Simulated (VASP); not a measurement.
Band structure of SrTiO3 (cubic perovskite). These are SCAN meta-GGA, VASP's PBE PAW potentials (set 64) (plane waves; VASP) values and carry that method's errors.

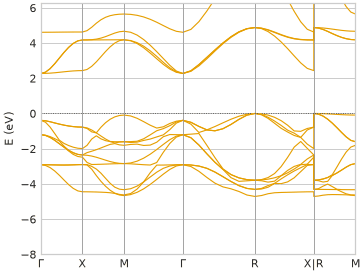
Fig. 1. Bands along high-symmetry lines, zero at the valence-band maximum or, without a gap, the Fermi level

### Question
Read the plot: is there a gap, and where are the band edges?

### Answer
The gap is indirect, 2.27 eV, from the valence maximum at R to the conduction minimum at Γ.

Measured: gap 3.59 eV (computed value off by -1.32 eV), as given by Anna Miglio et al., npj Computational Materials (2020), arXiv:2011.12765 [zero-point renormalisation of 336 meV (experimental, the table's column) added back].

The compound is SrTiO3 in the cubic perovskite structure, the ideal cubic form; the compound distorts at low or room temperature. It was relaxed first.
